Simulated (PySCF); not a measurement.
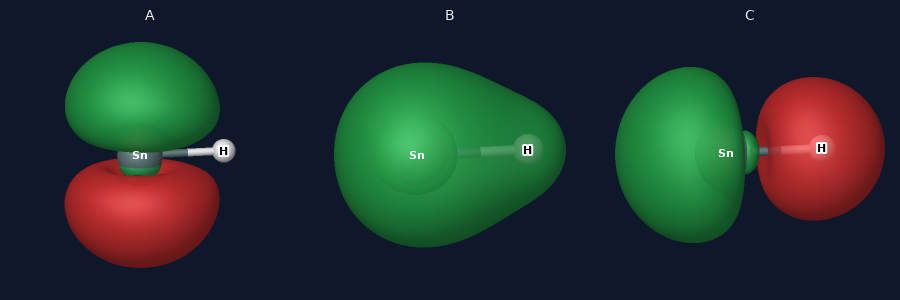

The picture shows: SnH (charge +1). Three frontier orbitals, each drawn at the value that holds 80 % of its norm (green and red are the two phases), in no order; of a degenerate pair one member is drawn.

Core potentials replace the inner electrons of Sn.

Method: PySCF 2.14.0, PBE0/def2-TZVPPD, non-relativistic Hamiltonian with scalar-relativistic core potentials where named, at a bond length of 1.762 Å.

> Name the orbitals and rank them from lowest to highest energy.

Orbital B: σ, occupied, −19.74 eV; mainly on Sn (85 %).
Orbital C: σ, occupied, −13.89 eV; shared between the atoms (Sn 65 %, H 35 %).
Orbital A: π, empty, −9.41 eV; almost wholly on Sn.
